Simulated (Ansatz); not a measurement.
A ladder of methods for GeH2F (SMILES [F][GeH2])

GeH2F: 4 atoms, total charge 0, spin state doublet. SMILES: `[F][GeH2]`. The shape is that of a PBE0-D4/def2-TZVP optimisation.

```xyz
4

F     0.1382   -0.5854    1.4420
Ge    0.3057   -0.2232   -0.2571
H    -1.0788   -0.5278   -0.8820
H     0.6904    1.2760   -0.3231
```

Each level gives the energy change with the F1–Ge2 bond stretched from 1.745 to 2.182 Å (eV). The values are calculated.

| level | kind | program | value (eV) | less FCI/STO-3G | CPU time (all runs) |
| --- | --- | --- | --- | --- | --- |
| UHF/STO-3G | Hartree–Fock | Ansatz | 1.79 | +0.42 | 0.88 s |
| UBLYP/STO-3G | GGA | Ansatz | 1.49 | +0.12 | 4.7 s |
| UPBE/STO-3G | GGA | Ansatz | 1.52 | +0.15 | 5.3 s |
| UBHLYP/STO-3G | global hybrid | Ansatz | 1.94 | +0.57 | 4.5 s |
| UHSE06/STO-3G | range-separated hybrid | Ansatz | 1.77 | +0.40 | 5.1 s |
| UB2PLYP/STO-3G | double hybrid | Ansatz | 1.83 | +0.46 | 5.7 s |
| UMP2/STO-3G | perturbation theory | Ansatz | 2.14 | +0.77 | 0.86 s |
| UCCSD/STO-3G | coupled cluster or CI | Ansatz | 1.38 | +0.01 | 1.4 s |
| FCI/STO-3G | exact in the basis | Ansatz | 1.37 | 0.00 | 9.2 s |

FCI/STO-3G is exact within its basis and frozen core, so for wave-function methods in that basis the difference is their error; functionals converge differently with the basis, so for them it is only a difference. All-electron rows without a relativistic Hamiltonian named are non-relativistic. The first shape isn't each level's own minimum. The values span 1.37 to 2.14 eV. Spin contamination of the reference (⟨S²⟩ at least 0.1 too high) touches UHF/STO-3G, UMP2/STO-3G, UCCSD/STO-3G. All rows use very small basis sets, so none should be taken for the real molecule's value. In the correlated wave-function rows the outer d shell of Ge is correlated, in sets not made for it. In so small a basis fixed costs decide the times, and correlated methods can beat functionals. CPU times are rough (shared hosts, several kinds of processor and program).

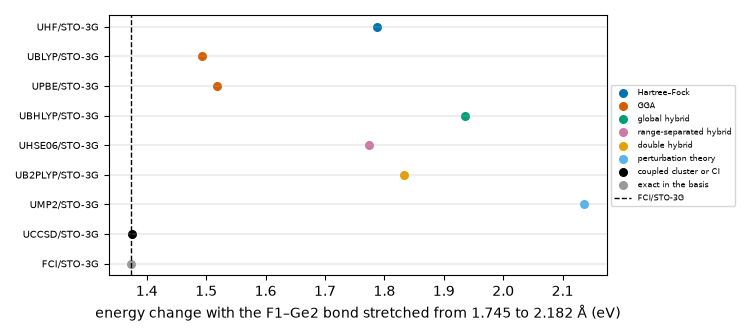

The values of the table, level by level.
